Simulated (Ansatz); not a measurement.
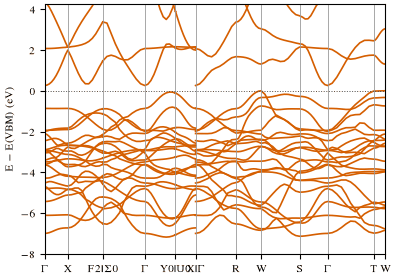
Fig. 1. Band structure from the program Ansatz at the r²SCAN level (PAW)

Read off the gap and where the band edges lie.

About 0.3 eV (0.26 eV by a search for the band edges); maximum at W, minimum at Γ.

The material is Ag2PdO2 in space group Immm (No. 71; Pd on 2a, O on 4j, Ag on 4i).

The workflow started from an entry of the Crystallography Open Database (COD). Whether it is the stable phase at ambient conditions was not checked. The cell was relaxed with r²SCAN under the symmetry of its start; whether a distortion lowers the energy is not shown. The run is not spin-polarised. Spin–orbit coupling is left out wherever it is not named.

Potentials: the later of the program's two PAW sets.
